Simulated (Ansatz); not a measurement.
**CBFO2: density, localisation and related maps**

Input file:

```
basis:
  gaussian: {orbitals: def2-TZVPD}
crystal:
  periodic: [false, false, false]
  atoms:
    - {symbol: C, position_ang: [-0.496578, 1.684737, -0.535450]}
    - {symbol: B, position_ang: [-0.988417, 0.110186, -1.022625]}
    - {symbol: F, position_ang: [-1.551630, -0.598086, -0.058209]}
    - {symbol: O, position_ang: [-0.048005, 2.715319, -0.655100]}
    - {symbol: O, position_ang: [-0.640868, 0.114831, -2.219060]}
total_charge: 0
hamiltonian: {xc: pbe0}
output: {forces: true, orbitals: {seedname: orbitals}}
```

Command:

```sh
ansatz run input.yaml --threads 1 --pin off --max-ram 2610MiB --events-out events.jsonl --progress --plain --runs-dir runs
```

Geometry: B3LYP-D3(BJ)/def2-SVP.

All numbers below come from isolated molecule in a Gaussian basis; Kohn-Sham density functional theory, functional PBE0 in Ansatz.

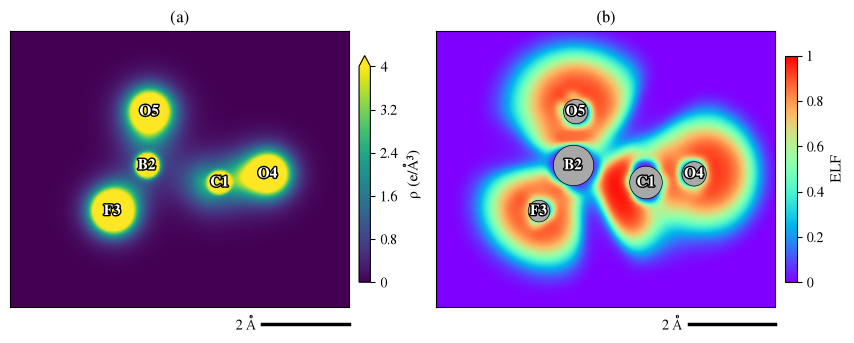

Figure 1. (a) total electron density; (b) electron localisation function on the molecular plane. Grey discs cover the atomic cores in the ELF map.

**Describe what can be read from this map.**

The section cuts through C, B, F and O sites. C–O (1.13 Å): ρ is about 4.2 e/Å³ halfway; the ELF peaks at about 0.85 between the atoms: a short, multiple covalent bond. B–O (1.25 Å): ρ at the midpoint is about 2.8 e/Å³; the ELF peaks at about 0.85 between the atoms (a short, strongly polar bond). B–F (1.32 Å): ρ at the midpoint is about 2.2 e/Å³; the ELF peaks at about 0.85 between the atoms; a polar covalent bond. C–B (1.72 Å): ρ is about 0.93 e/Å³ halfway, with its minimum of 0.7 e/Å³ about 1.2 Å from C; the ELF peaks at about 0.95 between the atoms; localised, covalent bonding. The ELF also peaks beside F3, O4 and O5, away from the bonds: lone-pair regions.

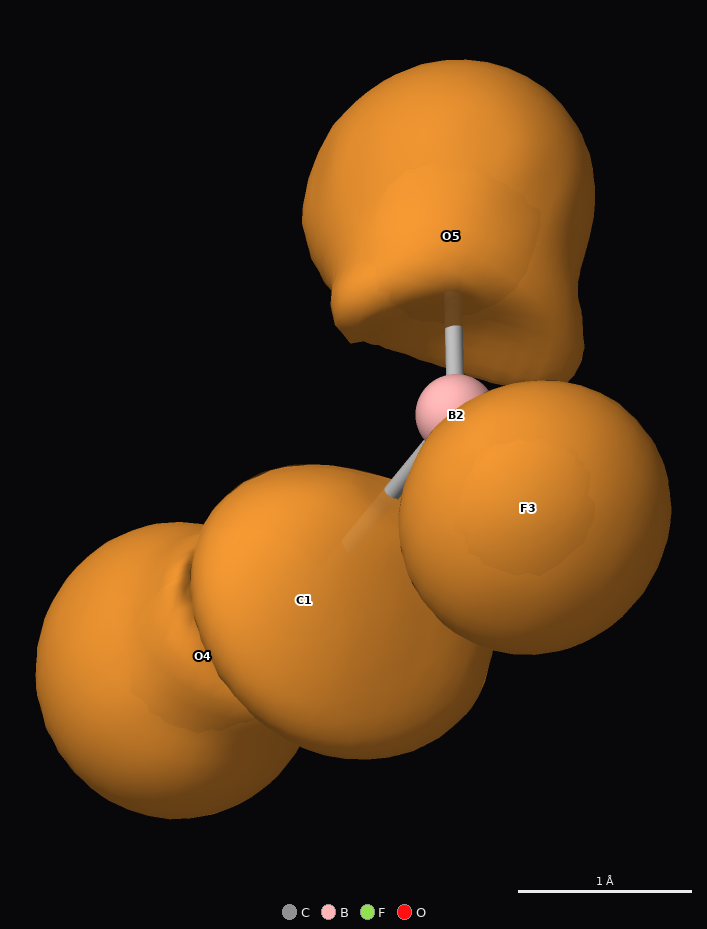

Figure 2. Isosurface of the ELF at 0.75 (orange), seen at an oblique angle. Only the valence region is drawn (cores and ρ < 0.01 e/Å³ removed).

**Identify the bonds, lone pairs and shells in this picture.**

The ELF exceeds this value in one region between bonded B–C atoms (shared pairs), one region on F in which the atom's valence shell and bonds are merged and two regions on O in which the atom's valence shell and bonds are merged.

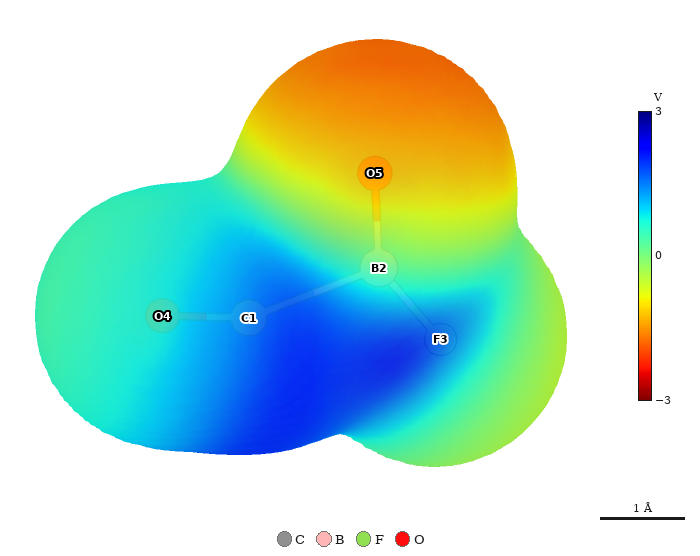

Figure 3. The molecular electrostatic potential painted on the density surface at 0.002 e/bohr³, seen at a tilt; red is negative and blue positive.

**Which sites attract a positive test charge, and which a negative one?**

A positive charge is drawn to the negative regions and a negative charge to the positive ones. The most negative region (about −1.8 V) lies over O5, the most positive (about +2.1 V) over C1 and B2. O5 is the likeliest acceptor of a hydrogen bond.

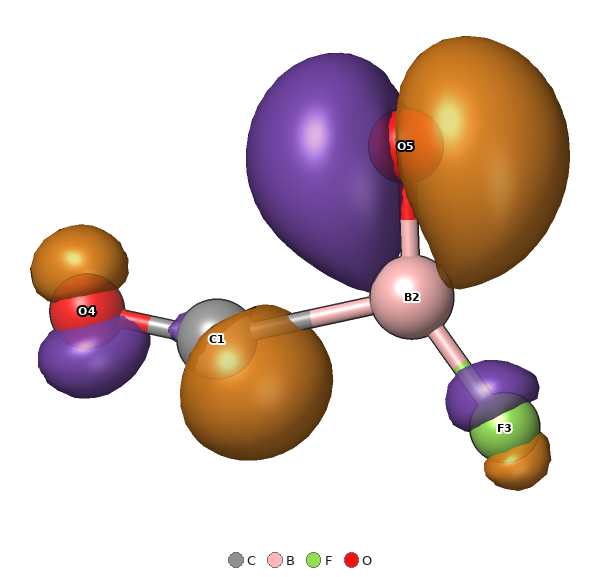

Figure 4. The HOMO at ±0.15 Å⁻³ᐟ² (orange and purple are the two phases), seen at a tilt.

**What is the character of this orbital?**

By Hirshfeld shares it lies mainly on O5 (about 70 %), B2 (about 10 %) and C1 (about 10 %); it is symmetric in the molecular plane (an in-plane orbital: σ, lone-pair or in-plane π type); largely a lone pair of O5. Its energy is −8.86 eV.
